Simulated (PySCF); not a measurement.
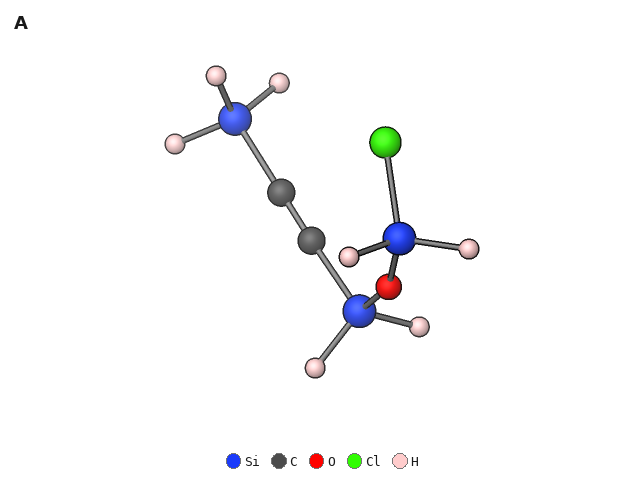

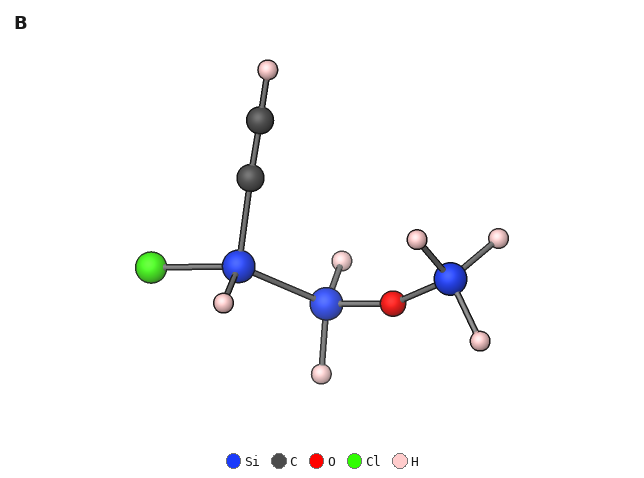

2 stationary structures of one formula. Geometries: GFN2-xTB. Electronic energies: B3LYP/def2-SVPD (PySCF 2.14.0), without zero-point energy. No frequency run is at hand to confirm each as a minimum. Each is one conformer, not always the lowest.

Are they conformers, stereoisomers or constitutional isomers?

They are constitutional isomers of C2H7ClOSi3: A `[SiH3]C#C[SiH2]O[SiH2]Cl`, B `C#C[Si@@H](Cl)[SiH2]O[SiH3]`.

Rank them by energy, lowest first.

A is lowest; B lies 16.1 kcal/mol above it.

The geometry is semi-empirical. Around Si such bond lengths and angles can be off by a tenth of an ångström or more and by several degrees, and values that hang on the shape move with them.
